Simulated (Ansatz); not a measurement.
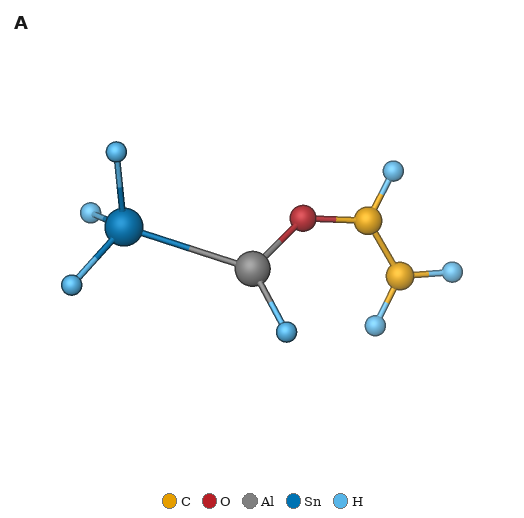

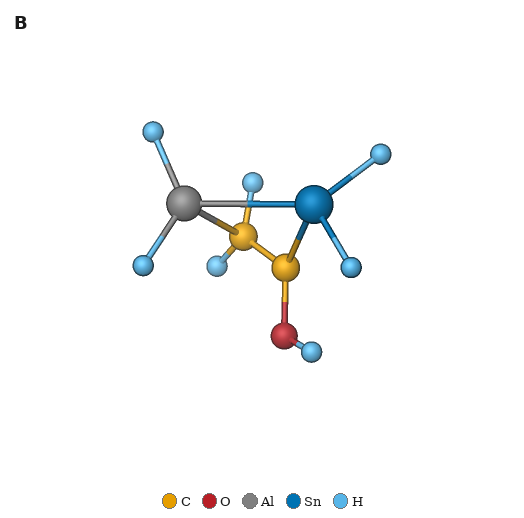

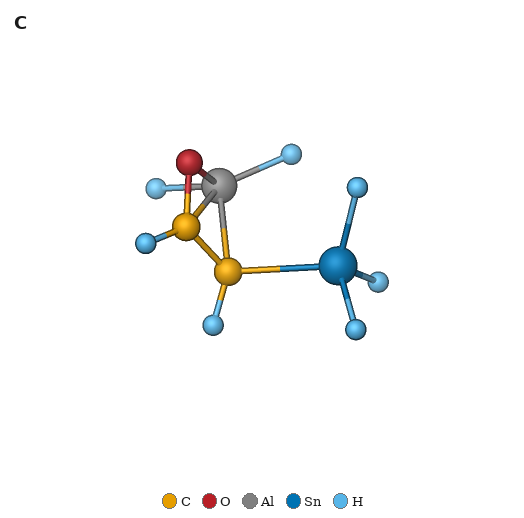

3 stationary structures of one formula. Geometries: PBE0-D4/def2-TZVP. Electronic energies: PBE-D4/def2-TZVPP (Ansatz 0.2.0), without zero-point energy. No frequency run is at hand to confirm each as a minimum. Each is one conformer, not always the lowest.

Which structure is the most stable?

Answer. A is lowest; C lies 58.7 kJ/mol above it, B lies 115.1 kJ/mol above it.
